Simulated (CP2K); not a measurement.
# OH− (hydroxide) at HF/STO-3G

Aim: the vertical ionisation energy of OH− (hydroxide) at HF/STO-3G, from 2 runs. 

Program for the calculation: CP2K 2026.2.

### 1 Starting point

OH−: 2 atoms, total charge -1, spin state singlet. SMILES: `[OH-]`. The shape is that of a PBE0-D4/def2-TZVPD optimisation.

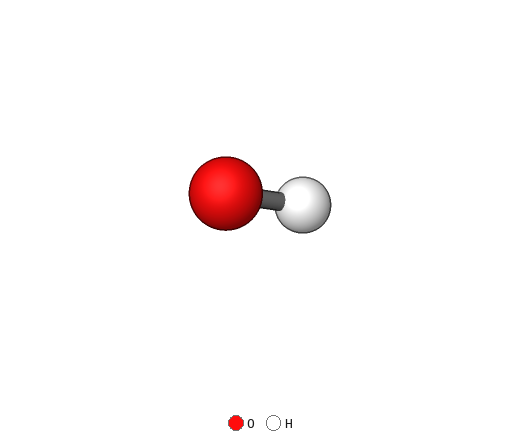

The structure, seen from a chosen angle (oxygen red, hydrogen white).

### 2 The energy at HF/STO-3G

The input, molecule.inp:

```
&GLOBAL
    PROJECT molecule
    RUN_TYPE ENERGY
    PRINT_LEVEL MEDIUM
&END

&FORCE_EVAL
    METHOD QUICKSTEP
    &DFT
        BASIS_SET_FILE_NAME ./sto_3g.basis
        POTENTIAL_FILE_NAME POTENTIAL
        CHARGE -1
        &QS
            METHOD GAPW
            EPS_DEFAULT 1.0E-10
        &END
        # real-space grids
        &MGRID
            CUTOFF 280
            REL_CUTOFF 50
            NGRIDS 4
        &END
        # isolated system
        &POISSON
            PERIODIC NONE
            POISSON_SOLVER WAVELET
        &END
        # SCF settings
        &SCF
            SCF_GUESS ATOMIC
            EPS_SCF 1.0E-07
            MAX_SCF 100
            ADDED_MOS 10
            &DIAGONALIZATION
                ALGORITHM STANDARD
            &END
            &MIXING
                METHOD DIRECT_P_MIXING
                ALPHA 0.4
            &END
        &END
        &XC
            &XC_FUNCTIONAL NONE
            &END
            # exact exchange
            &HF
                FRACTION 1
                &SCREENING
                    EPS_SCHWARZ 1.0E-10
                &END
                &MEMORY
                    MAX_MEMORY 1050
                &END
            &END
        &END
        &PRINT
            &MOMENTS
                PERIODIC F
                REFERENCE COM
                MAX_MOMENT 1
            &END
            &MO ON
                ENERGIES T
                OCCUPATION_NUMBERS T
                NDIGITS 6
                &EACH
                    QS_SCF 0
                &END
                ADD_LAST NUMERIC
            &END
            &LOWDIN ON
            &END
            &HIRSHFELD OFF
            &END
        &END
    &END
    # atoms, cell and kinds
    &SUBSYS
        &CELL
            ABC 10.8 10.8 10.8
            PERIODIC NONE
        &END
        &COORD
            O      0.411800    -0.131800     0.212500
            H     -0.411800     0.131800    -0.212500
        &END
        &TOPOLOGY
            &CENTER_COORDINATES
            &END
        &END
        &KIND O
            BASIS_SET STO-3G
            POTENTIAL ALL
            LEBEDEV_GRID 194
            RADIAL_GRID 100
        &END
        &KIND H
            BASIS_SET STO-3G
            POTENTIAL ALL
            LEBEDEV_GRID 194
            RADIAL_GRID 100
        &END
    &END
&END
```

Started as:

```
$ OMP_NUM_THREADS=1 cp2k.psmp -i molecule.inp -o molecule.out
```

The log of the run, shortened:

```text
CP2K| version string:                                       CP2K version 2026.2
[...]
 GLOBAL| Method name                                                        CP2K
[...]
 GLOBAL| Run type                                                         ENERGY
[...]
 *** WARNING in qs_environment.F:2210 :: More added MOs requested than     ***
 *** available. The full set of unoccupied MOs will be used. Use           ***
 *** 'ADDED_MOS -1' to always use all available MOs and to get rid of this ***
[...]
 DFT| Spin restricted Kohn-Sham (RKS) calculation                            RKS
 DFT| Multiplicity                                                             1
[...]
 DFT| Charge                                                                  -1
[...]
 QS| Method:                                                                GAPW
[...]
 QS| Density cutoff [a.u.]:                                                140.0
[...]
 QS| Relative density cutoff [a.u.]:                                        25.0
[...]
                             - Atoms:                                          2
[...]
                             - Spherical basis functions:                      6
[...]
 Number of electrons:                                                         10
[...]
     1 P_Mix/Diag. 0.40E+00    1.0     0.64737953       -78.4955575879 -7.85E+01
[...]
    11 DIIS/Diag.  0.39E-07    0.6     0.00000005       -74.0556595139 -3.02E-10
  *** SCF run converged in    11 steps ***
[...]
  Overlap energy of the core charge distribution:               0.00000004666623
  Self energy of the core charge distribution:                -74.32059418673794
  Core Hamiltonian energy:                                     -3.27307957233488
  Hartree energy:                                              18.83979537429706
  Exchange-correlation energy:                                  0.00000000000000
  Hartree-Fock Exchange energy:                                -9.34144971894394
[...]
                     Mulliken Population Analysis
 #  Atom  Element  Kind  Atomic population                           Net charge
       1     O        1          8.816619                             -0.816619
       2     H        2          1.183381                             -0.183381
 # Total charge                             10.000000                 -1.000000
[...]
  Dipole moment [Debye]
    X= -0.5207363E-01 Y=  0.1666655E-01 Z= -0.2687136E-01  Total=      0.0609221
 ENERGY| Total FORCE_EVAL ( QS ) energy [hartree]            -74.055659513864072
[...]
```

Wall time 8.1 s (1 thread of Arm Neoverse V1, shared host); peak memory 0.69 GiB.

### 3 Doublet neutral OH, same level

The input, mol.inp:

```
&FORCE_EVAL
  METHOD QUICKSTEP
  &DFT
    BASIS_SET_FILE_NAME ./sto_3g.basis
    POTENTIAL_FILE_NAME POTENTIAL
    MULTIPLICITY 2
    UNRESTRICTED_KOHN_SHAM T
    # Quickstep
    &QS
      METHOD GAPW
      EPS_DEFAULT 1.0E-10
    &END QS
    &MGRID
      CUTOFF 280
      REL_CUTOFF 50
      NGRIDS 4
    &END MGRID
    &POISSON
      PERIODIC NONE
      POISSON_SOLVER WAVELET
    &END POISSON
    &SCF
      SCF_GUESS ATOMIC
      EPS_SCF 1.0E-07
      MAX_SCF 80
      ADDED_MOS 3
      &DIAGONALIZATION
        ALGORITHM STANDARD
      &END DIAGONALIZATION
      &MIXING
        METHOD DIRECT_P_MIXING
        ALPHA 0.4
      &END MIXING
    &END SCF
    # exchange and correlation
    &XC
      &XC_FUNCTIONAL NONE
      &END XC_FUNCTIONAL
      &HF
        FRACTION 1
        &SCREENING
          EPS_SCHWARZ 1.0E-10
        &END SCREENING
        &MEMORY
          MAX_MEMORY 1050
        &END MEMORY
      &END HF
    &END XC
    # extra output
    &PRINT
      &MOMENTS
        PERIODIC F
        REFERENCE COM
        MAX_MOMENT 1
      &END MOMENTS
      &MO ON
        ENERGIES T
        OCCUPATION_NUMBERS T
        NDIGITS 6
        &EACH
          QS_SCF 0
        &END EACH
        ADD_LAST NUMERIC
      &END MO
      &LOWDIN ON
      &END LOWDIN
      &HIRSHFELD OFF
      &END HIRSHFELD
    &END PRINT
  &END DFT
  # structure
  &SUBSYS
    &CELL
      ABC 10.8 10.8 10.8
      PERIODIC NONE
    &END CELL
    &COORD
      O      0.411800    -0.131800     0.212500
      H     -0.411800     0.131800    -0.212500
    &END COORD
    &TOPOLOGY
      &CENTER_COORDINATES
      &END CENTER_COORDINATES
    &END TOPOLOGY
    &KIND O
      BASIS_SET STO-3G
      POTENTIAL ALL
      LEBEDEV_GRID 194
      RADIAL_GRID 100
    &END KIND
    &KIND H
      BASIS_SET STO-3G
      POTENTIAL ALL
      LEBEDEV_GRID 194
      RADIAL_GRID 100
    &END KIND
  &END SUBSYS
&END FORCE_EVAL
&GLOBAL
  PROJECT_NAME mol
  RUN_TYPE ENERGY
  PRINT_LEVEL MEDIUM
&END GLOBAL
```

Started as:

```
$ OMP_NUM_THREADS=1 cp2k.psmp mol.inp > mol.out
```

The log of the run, shortened:

```text
CP2K| version string:                                       CP2K version 2026.2
[...]
 GLOBAL| Method name                                                        CP2K
[...]
 GLOBAL| Run type                                                         ENERGY
[...]
 DFT| Spin unrestricted (spin-polarized) Kohn-Sham calculation               UKS
 DFT| Multiplicity                                                             2
[...]
 DFT| Charge                                                                   0
[...]
 QS| Method:                                                                GAPW
[...]
 QS| Density cutoff [a.u.]:                                                140.0
[...]
 QS| Relative density cutoff [a.u.]:                                        25.0
[...]
                             - Atoms:                                          2
[...]
                             - Spherical basis functions:                      6
[...]
 Number of electrons:                                                          5
[...]
     1 P_Mix/Diag. 0.40E+00    1.1     0.48364883       -74.0421299096 -7.40E+01
[...]
    16 DIIS/Diag.  0.15E-06    0.8     0.00000007       -74.3614599966  4.26E-14
  *** SCF run converged in    16 steps ***
[...]
  Overlap energy of the core charge distribution:               0.00000004666623
  Self energy of the core charge distribution:                -74.32059418673794
  Core Hamiltonian energy:                                     -5.04595551093327
  Hartree energy:                                              20.10963785647847
  Exchange-correlation energy:                                  0.00000000000000
  Hartree-Fock Exchange energy:                                -8.72665858972111
[...]
  Ideal and single determinant S**2 :                    0.750000       0.753141
[...]
                     Mulliken Population Analysis
 #  Atom  Element  Kind  Atomic population (alpha,beta) Net charge  Spin moment
       1     O        1         4.618108     3.549441    -0.167549     1.068667
       2     H        2         0.381892     0.450559     0.167549    -0.068667
 # Total charge and spin        5.000000     4.000000    -0.000000     1.000000
[...]
  Dipole moment [Debye]
    X= -0.1099462E+01 Y=  0.3518918E+00 Z= -0.5673520E+00  Total=      1.2862861
 ENERGY| Total FORCE_EVAL ( QS ) energy [hartree]            -74.361459996588479
[...]
```

Run time: 14 s. Hardware: 1 thread of Arm Neoverse V1, shared host; peak memory 0.73 GiB.

### 4 Results

At HF/STO-3G:

```
                                                          quantity         value
                                         singlet OH−: total energy  -74.05566 Eh
                                          singlet OH−: HOMO energy       6.86 eV
                                          singlet OH−: LUMO energy      34.02 eV
singlet OH−: HOMO–LUMO gap (to an unbound level, set by the basis)      27.16 eV
                                  doublet neutral OH: total energy  -74.36146 Eh
                                 doublet neutral OH: dipole moment        1.29 D
            doublet neutral OH: HOMO energy (highest over α and β)     -10.28 eV
             doublet neutral OH: LUMO energy (lowest over α and β)       9.79 eV
                                          doublet neutral OH: ⟨S²⟩         0.753
               vertical detachment energy (to the doublet neutral)     -8.321 eV
```

In words: The species is unbound against losing an electron at this level, by 8.32 eV (−192 kcal/mol); missing correlation or diffuse functions can give that sign where the real anion is bound. In a minimal basis such a difference can be off by several eV, whatever the method. The HOMO (singlet OH−) lies at positive energy, 6.86 eV: the electron is unbound at this level or held by a compact basis; values depend on the basis.
